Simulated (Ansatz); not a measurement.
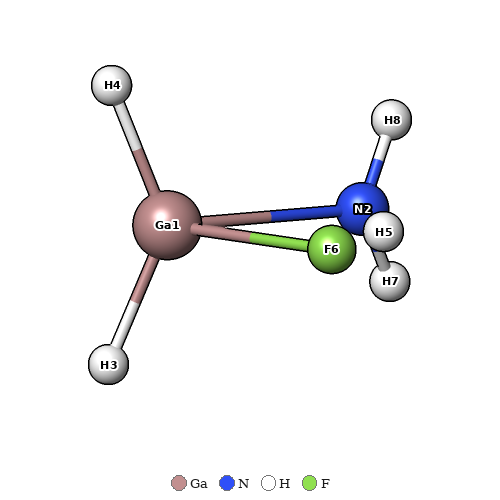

The system is the reacting system FGaH₅N (fragments GaH₄N + FH where the first distance is long, FGaH₅N where the second is long); the picture shows the reference structure. First axis: distance Ga1–F6 (bond that forms). Second axis: distance H5–F6 (bond that breaks). Relaxed at each point: all other coordinates. Grid: 7 × 7 points. Points are written as (first, second). Energies are in kJ/mol, from the lowest grid point. The reference is spin-restricted, so regions where a bond is pulled apart into radicals lie too high. The calculation used Ansatz, RKS r2SCAN0-D4/def2-SVP.

Its coordinates:

```yaml
atoms:
  - { symbol: Ga, position_ang: [-0.2604, -1.1487, 0.1988] }
  - { symbol: N, position_ang: [-0.2619, 1.0696, -0.1851] }
  - { symbol: H, position_ang: [-0.5214, -1.9023, -1.1229] }
  - { symbol: H, position_ang: [-0.5209, -1.4143, 1.6970] }
  - { symbol: H, position_ang: [0.9973, 0.6256, -0.1087] }
  - { symbol: F, position_ang: [1.7023, -0.3435, 0.0588] }
  - { symbol: H, position_ang: [-0.5678, 1.4161, -1.0860] }
  - { symbol: H, position_ang: [-0.5672, 1.6974, 0.5482] }
```

Range: distance Ga1–F6 (bond that forms) from 1.638 to 3.438 Å; distance H5–F6 (bond that breaks) from 0.819 to 2.319 Å.

Q: What will the energy surface look like?

A: The lowest grid point is at (1.830 Å, 2.319 Å). It lies on the edge of the grid, but the force there points inwards, so the minimum lies inside the range. The highest grid point, (3.438 Å, 2.319 Å), lies 380 kJ/mol above the lowest.

```
second ↓, first →  1.638  1.830  2.094  2.395  2.722  3.071  3.438
            2.319     31      0     60    157    249    323    380
            2.013     37      2     55    144    229    297    348
            1.723     54     11     53    131    206    265    309
            1.450     89     34     61    123    182    227    259
            1.199    155     80     80    116    152    178    195
            0.979    241    136    102    108    120    129    137
            0.819    351    229    179    171    175    180    184
```

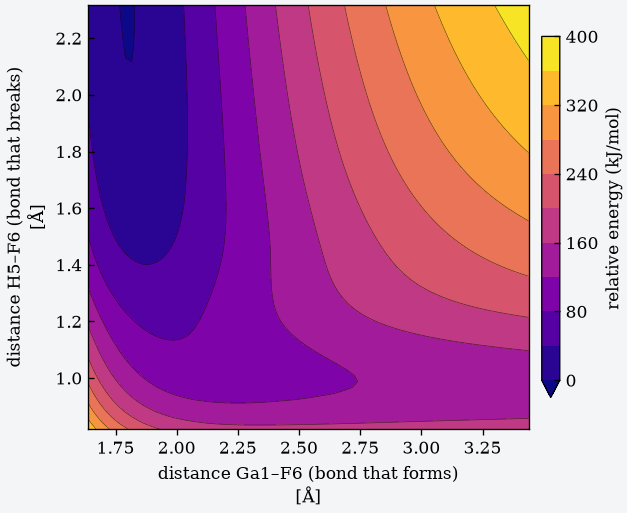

Drawn: filled contours. Between grid points the surface is interpolated.

Time for the 49 points that were run: 15 min on 1 thread of Arm Neoverse V2, on a shared host.
